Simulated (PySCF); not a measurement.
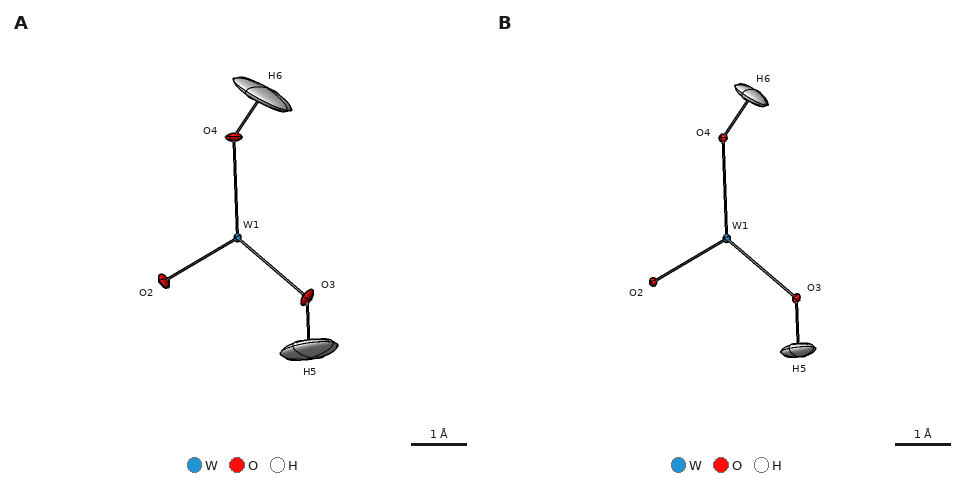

Displacement ellipsoids at the 50 % level, from the internal vibrations of the free molecule (harmonic, no overall translation or rotation; no half-axis is drawn under 0.075 Å). The species is neutral and a spin singlet. Vibrations computed with RKS-based PBE0, W def2-TZVP with ECP60, O def2-TZVP, H def2-TZVP; scalar-relativistic core potentials; density fitting (PySCF 2.14.0). One panel is for 100 K, the other for 600 K.

> Which panel is for 600 K?

A.

> How much does the mean-square displacement of O3 grow, and why?

U_eq goes from 0.0023 to 0.0080 Å², a factor of 3.5. Modes below kT (417 cm⁻¹ at 600 K) grow about in proportion to T, and the lowest lies at 133 cm⁻¹; the mean-square amplitude of a mode is its zero-point value times coth(ħω/2kT), which comes close to 1 only above about 3kT.

The search tried a few shapes and spins; others may lie lower.
